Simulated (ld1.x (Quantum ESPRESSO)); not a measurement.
# Potentials for Ta that differ in a few settings, part 2 of 2

Aim: generate and test one potential in full, then change a few of its settings and see what happens to hardness, ghosts and transferability.

ld1.x (Quantum ESPRESSO) 7.5; first potential PBE, scalar-relativistic. Earlier steps stand in the parts before.

### 5 Plane-wave convergence, by spherical Bessel functions

This step uses the generator's waves and projectors in a separate script. Basis: spherical Bessel functions vanishing at 20 bohr, q² up to the cutoff; potential fixed at the reference.

All-electron valence levels (Ry): 6s -0.4000, 5p -2.8957, 6p -0.1022, 5d -0.2639. The lowest levels of each channel (Ry) by cutoff; the last column sums, over occupied levels, occupation times the distance from the level at 400 Ry. A positive value at high cutoff is not a bound level.

```
cutoff (Ry)     s #1     s #2        p #1     p #2     p #3     d #1    f #1  Σ f·Δε (mRy)
          8  -1.9285  -0.3961    -45.1269  -0.0710   0.0558  -0.0767  0.1067       17518.1
         12  -2.8508  -0.3990   -188.3859  -2.5001  -0.0702  -0.1736  0.1067        2646.8
         15  -3.0571  -0.3997   -487.3820  -2.8557  -0.0742  -0.2102  0.1067         401.8
         21  -3.2050  -0.3999  -1051.0015  -2.8931  -0.0793  -0.2551  0.1066          42.3
         30  -3.2121  -0.4000  -1628.3372  -2.8942  -0.0837  -0.2633  0.1066          11.0
         35  -3.2122  -0.4000  -1699.0521  -2.8951  -0.0844  -0.2638  0.1066           3.9
         40  -3.2124  -0.4000  -1706.4276  -2.8955  -0.0846  -0.2639  0.1066           1.6
         45  -3.2125  -0.4000  -1708.0146  -2.8957  -0.0846  -0.2639  0.1066           0.4
         55  -3.2128  -0.4000  -1725.1204  -2.8957  -0.0846  -0.2639  0.1066           0.2
        400  -3.2128  -0.4000  -1747.9226  -2.8958  -0.0846  -0.2639  0.1066           0.0
```

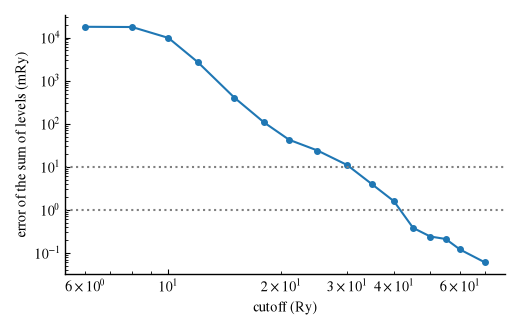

Occupation-weighted error of the valence levels against the cutoff; the dotted lines mark 10 and 1 mRy.

The sum stays within 10 mRy from 35 Ry and within 1 mRy from 45 Ry. The sum leaves out empty levels, which can need more. Ghost test: ghost states, bound below the all-electron valence or empty levels of the same l: p at -23781.7 eV, s at -43.7 eV.

### 6 Now with all radii scaled by 0.86 (s 2.24, p 1.68, d 1.76 bohr); core correction none

Contents of Ta.in:

```
 &input
   title='Ta', zed=73., rel=1, dft='PBE', iswitch=3,
   config='[Xe] 4f14 5d3 6s2 6p0',
   nld=3, rlderiv=2.45, eminld=-5.0, emaxld=5.0, deld=0.02
 /
 &inputp
   pseudotype=2, tm=.true., lloc=2,
   nlcc=.false.,
   file_pseudopw='Ta.UPF', file_wfcaegen='ae.wfc', file_wfcncgen='nc.wfc', file_beta='beta', file_chi='chi'
 /
3
6S  1  0   2.00   0.00  2.24  2.24  0.0
5P  2  1   6.00   0.00  1.68  1.68  0.0
5D  3  2   3.00   0.00  1.76  1.76  0.0
 &test
   configts(1)='5p6 5d3 6s2 6p0'
 /
```

Command:

```
$ ld1.x < Ta.in > Ta.out
```

Output in Ta.out (without the banner and most projector matrices):

```text
     Program LD1 v.7.5
     [... all-electron run as in step 2 ...]


     --------------------- Generating NC pseudopotential ---------------------

      Generating local pot.: lloc=2, matching radius rcloc =   1.7600

      Wfc   6S  rcut= 2.247  Using Troullier-Martins method

      Wfc   5P  rcut= 1.665  Using Troullier-Martins method

     ------------------- End of pseudopotential generation -------------------

     [... all-electron run as in step 2 ...]


     Computing logarithmic derivative in   2.43710

       Warning: n=3, l=1 expected 1 nodes, found 2
       Setting wfc to zero for this iteration
       (This warning will only be printed once per wavefunction)

     Computing logarithmic derivative in   2.43710
     Computing the partial wave expansion
     R is outside the sphere for l=    0 j= 0.00
     R is outside the sphere for l=    1 j= 0.00
       no projector for channel:   2

     ---------------------- Testing the pseudopotential ----------------------

     Ta
     scalar relativistic calculation

     atomic number is 73.00   valence charge is 11.00
     dft =PBE   lsd =0 sic =0 latt =0  beta=0.20 tr2=1.0E-14
     mesh =1273 r(mesh) = 100.43799 xmin = -7.00 dx = 0.01250

     n l     nl             e AE (Ry)        e PS (Ry)    De AE-PS (Ry)
     2 1     5P   1( 6.00)       -2.89574       -2.89575        0.00001
     3 2     5D   1( 3.00)       -0.26390       -0.26390       -0.00000
     1 0     6S   1( 2.00)       -0.40000       -0.40000       -0.00000
     3 1     6P   1( 0.00)       -0.10225       -0.10225        0.00000

     eps = 4.5E-15  iter = 19

     Etot =  -31209.127621 Ry,  -15604.563811 Ha, -424621.813051 eV
     Etotps =   -75.744574 Ry,     -37.872287 Ha,   -1030.557432 eV

     Ekin =      28.925247 Ry,      14.462624 Ha,     393.548039 eV
     Encl =    -155.168007 Ry,     -77.584003 Ha,   -2111.168285 eV
     Ehrt =      59.658598 Ry,      29.829299 Ha,     811.696570 eV
     Ecxc =      -9.690115 Ry,      -4.845057 Ha,    -131.840727 eV
     Epseu=       0.529703 Ry,       0.264851 Ha,       7.206970 eV

     ---------------------- End of pseudopotential test ----------------------
```

It took 5.7 s on 1 thread, shared host. This counts the later configuration tests of the new file too.

The test run was repeated on this file; only its results are given.

1 test gave no usable energy difference (5p6 5d3 6s1 6p1).

Energies count from the reference configuration 5p6 5d3 6s2 6p0; the error is all-electron less pseudo. A star marks tests that logged a warning.

```csv
valence configuration,charge,ΔE all-electron (eV),error AE − PS (meV)
5p6 5d3 6s1 6p0,+1,8.467,-0.3
5p6 5d3 6s0 6p0,+2,23.439,+11
5p6 5d2 6s0 6p0,+3,47.043,+85
5p6 5d4 6s1 6p0,0,2.094,+11
5p6 5d3 6s1.5 6p0,+0.5,3.461,-0.6
5p5 5d3 6s2 6p0 *,+1,44.980,+315
```

Compared with the first run, the loose cutoff goes from 35 Ry to 45 Ry, the largest error in the tests that it solved is +315 meV (5p5 5d3 6s2 6p0) and a bound ghost remains (s, p).

### 7 Changed: waves 5d (bound): rc 1.88 bohr; core correction none (was a·sin …

In full, the change is: waves 5d (bound): rc 1.88 bohr; core correction none (was a·sin(br)/r model core inside 0.80 bohr).

Contents of Ta.in:

```
 &input
   title='Ta', zed=73., rel=1, dft='PBE', iswitch=3,
   config='[Xe] 4f14 5d3 6s2 6p0',
   nld=3, rlderiv=2.85, eminld=-5.0, emaxld=5.0, deld=0.02
 /
 &inputp
   pseudotype=2, tm=.true., lloc=2,
   nlcc=.false.,
   file_pseudopw='Ta.UPF', file_wfcaegen='ae.wfc', file_wfcncgen='nc.wfc', file_beta='beta', file_chi='chi'
 /
3
6S  1  0   2.00   0.00  2.60  2.60  0.0
5P  2  1   6.00   0.00  1.95  1.95  0.0
5D  3  2   3.00   0.00  1.88  1.88  0.0
 &test
   configts(1)='5p6 5d3 6s2 6p0'
 /
```

Command:

```
$ ld1.x < Ta.in > Ta.out
```

Output in Ta.out (without the banner and most projector matrices):

```text
     Program LD1 v.7.5
     [... all-electron run as in step 2 ...]


     --------------------- Generating NC pseudopotential ---------------------

      Generating local pot.: lloc=2, matching radius rcloc =   1.8800

      Wfc   6S  rcut= 2.610  Using Troullier-Martins method

      Wfc   5P  rcut= 1.934  Using Troullier-Martins method

     ------------------- End of pseudopotential generation -------------------

     [... all-electron run as in step 2 ...]


     Computing logarithmic derivative in   2.86713
     Computing logarithmic derivative in   2.86713
     Computing the partial wave expansion
     R is outside the sphere for l=    0 j= 0.00
     R is outside the sphere for l=    1 j= 0.00
       no projector for channel:   2

     ---------------------- Testing the pseudopotential ----------------------

     Ta
     scalar relativistic calculation

     atomic number is 73.00   valence charge is 11.00
     dft =PBE   lsd =0 sic =0 latt =0  beta=0.20 tr2=1.0E-14
     mesh =1273 r(mesh) = 100.43799 xmin = -7.00 dx = 0.01250

     n l     nl             e AE (Ry)        e PS (Ry)    De AE-PS (Ry)
     2 1     5P   1( 6.00)       -2.89574       -2.89574        0.00000
     3 2     5D   1( 3.00)       -0.26390       -0.26390       -0.00000
     1 0     6S   1( 2.00)       -0.40000       -0.40000        0.00000
     3 1     6P   1( 0.00)       -0.10225       -0.08119       -0.02106  !

     eps = 7.6E-15  iter = 66

     Etot =  -31209.127621 Ry,  -15604.563811 Ha, -424621.813051 eV
     Etotps =   -75.881351 Ry,     -37.940675 Ha,   -1032.418370 eV

     Ekin =      29.089999 Ry,      14.544999 Ha,     395.789596 eV
     Encl =    -155.846902 Ry,     -77.923451 Ha,   -2120.405125 eV
     Ehrt =      59.796386 Ry,      29.898193 Ha,     813.571272 eV
     Ecxc =      -9.675309 Ry,      -4.837655 Ha,    -131.639290 eV
     Epseu=       0.754477 Ry,       0.377238 Ha,      10.265177 eV

     ---------------------- End of pseudopotential test ----------------------
```

Run time: 4.7 s. Hardware: 1 thread, shared host. This counts the later configuration tests of the new file too.

The test run was repeated on this file; only its results are given.

Excitation and ionisation energies from 5p6 5d3 6s2 6p0, with the error of the potential. A star marks tests that logged a warning.

```tsv
valence configuration	charge	ΔE all-electron (eV)	error AE − PS (meV)
5p6 5d3 6s1 6p0 *	+1	8.467	-6.3
5p6 5d3 6s0 6p0	+2	23.439	-12
5p6 5d2 6s0 6p0 *	+3	47.043	+58
5p6 5d3 6s1 6p1 *	0	4.178	-352
5p6 5d4 6s1 6p0 *	0	2.094	-29
5p6 5d3 6s1.5 6p0 *	+0.5	3.461	-2.1
5p5 5d3 6s2 6p0	+1	44.980	-332
```

With this change the loose cutoff stays at 35 Ry, the largest test error goes from -373 to -352 meV, a bound ghost remains (p, s) and the phase difference near zero goes from 0.63 to 0.76 rad.

### 8 All runs side by side

The summary covers parts 1 to 2.

Cutoffs, loose and tight: the cutoffs (Ry, on a coarse ladder) from which the occupation-weighted sum of valence levels, in a spherical-Bessel basis at the reference potential, stays within 10 and 1 mRy of its value at 400 Ry; empty and scattering waves don't count. The number of plane waves in a given cell goes as the cutoff to the power 3/2; it is given for the loose cutoff, relative to the first potential. Test errors are all-electron less pseudo. The phase difference is the largest within 1 Ry of zero, over the channels with partial waves.

| change | outcome | cutoff, loose | cutoff, tight | plane waves, relative | bound ghosts | largest test error (meV) | phase difference near zero (rad) |
| --- | --- | --- | --- | --- | --- | --- | --- |
| first potential | generated | 35 Ry | 45 Ry | 1.00 | p, s | -373 | 0.626 |
| all radii scaled by 0.86 (s 2.24, p 1.68, d 1.76 bohr); core correction none | generated | 45 Ry | 80 Ry | 1.46 | s, p | +315 (1 test unsolved) | 3.047 |
| waves 5d (bound): rc 1.88 bohr; core correction none (was a·sin(br)/r model core inside 0.80 bohr) | generated | 35 Ry | 45 Ry | 1.00 | p, s | -352 | 0.761 |

What this shows: 2 of the potentials share the lowest cutoff, 35 Ry; the highest cutoff read, 45 Ry, costs 1.5 times the plane waves. 3 of the 3 potentials written have a bound ghost.

The first potential by itself. It has a bound ghost (p, s), a state that the atom doesn't have, and that rules the file out. The worst unpolarised test, 5p5 5d3 6s2 6p0, is off by 373 meV on 45.0 eV; by total energies transferability rates as poor. It counts as soft on the atom at that tolerance, with 35 Ry needed at the looser tolerance.
